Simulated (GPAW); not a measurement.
# O K edge of Ag2PdO2 (Immm): cell size and cost

How large a supercell does the O K edge of Ag2PdO2 (Immm) need, and what does it cost? The absorber has 2 Pd at 2.03 Å and 2 Ag at 2.28 Å (4-fold, site symmetry mm2).

The runs were made apart and are set side by side; the one with the holes farthest apart serves as the reference. All curves get a further Gaussian of 1.5 eV full width, so that line shapes and meshes matter less.

**1. Cost and result by level**

| run | hole distance (Å) | k mesh | core time | raw zero (eV) | zero less the added terms (eV) | r.m.s. from the reference after the best shift (%) |
| --- | --- | --- | --- | --- | --- | --- |
| GPAW LDA, 10 atoms | 5.5 | 5×5×5 | 8 min | 533.9 | 525.1 | 3 |
| GPAW LDA, 25 atoms | 7.1 | 3×3×3 | 61 min | 533.8 | 525.0 | - |

Times are from shared hosts. The zero: total-energy differences, less 8.8 eV, the free-atom term for the hole's spin; LDA puts this hole about 4 eV below PBE, itself good to a few eV.

| E (eV) | GPAW LDA, 10 atoms | GPAW LDA, 25 atoms |
| --- | --- | --- |
| -2.0 | 0.01 | 0.00 |
| -0.5 | 0.67 | 0.52 |
| 1.0 | 1.99 | 1.98 |
| 2.5 | 0.93 | 0.99 |
| 4.0 | 0.97 | 0.92 |
| 5.5 | 1.11 | 1.03 |
| 7.0 | 1.23 | 1.32 |
| 8.5 | 0.86 | 0.94 |
| 10.0 | 0.84 | 0.78 |
| 11.5 | 0.97 | 0.95 |
| 13.0 | 1.02 | 1.00 |
| 14.5 | 1.01 | 1.02 |
| 16.0 | 0.75 | 0.79 |
| 17.5 | 0.55 | 0.57 |
| 19.0 | 0.57 | 0.56 |
| 20.5 | 0.70 | 0.68 |
| 22.0 | 0.85 | 0.82 |
| 23.5 | 1.02 | 0.99 |
| 25.0 | 1.12 | 1.12 |
| 26.5 | 1.05 | 1.07 |
| 28.0 | 0.89 | 0.91 |
| 29.5 | 0.82 | 0.83 |
| 31.0 | 0.81 | 0.81 |

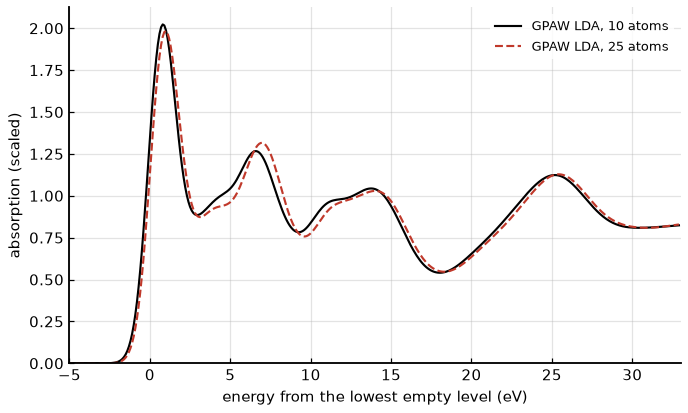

The spectra after the common broadening.

**2. Reading**

The smallest cell differs from the reference by 3 % r.m.s. after a shift of 0.2 eV at 0.13 of its cost, so it already gives the shape. Its highest intensity below 16 eV lies at 0.8 eV against 1.0 eV. Whether the reference itself is converged wasn't tested.

 Lifetime broadening is put in by hand, and intensities beyond about 20 eV depend on it. Meshes are coarse enough for small ripples in Ag2PdO2 (Immm) and Ag2PdO2 (Immm). No gap over 0.35 eV is found on the unit cell's mesh (right for a metal, a fault of the functional for a small-gap or correlated insulator) in Ag2PdO2 (Immm) and Ag2PdO2 (Immm). Some cells keep the holes under 6.5 Å apart, so shapes are probably not fully converged. The structures are entries of the Crystallography Open Database, used as given.

[Hosts, paths, dates, database ids (printed as entryN), source tags and the programs' standing remarks are cut or masked in the printed files.]
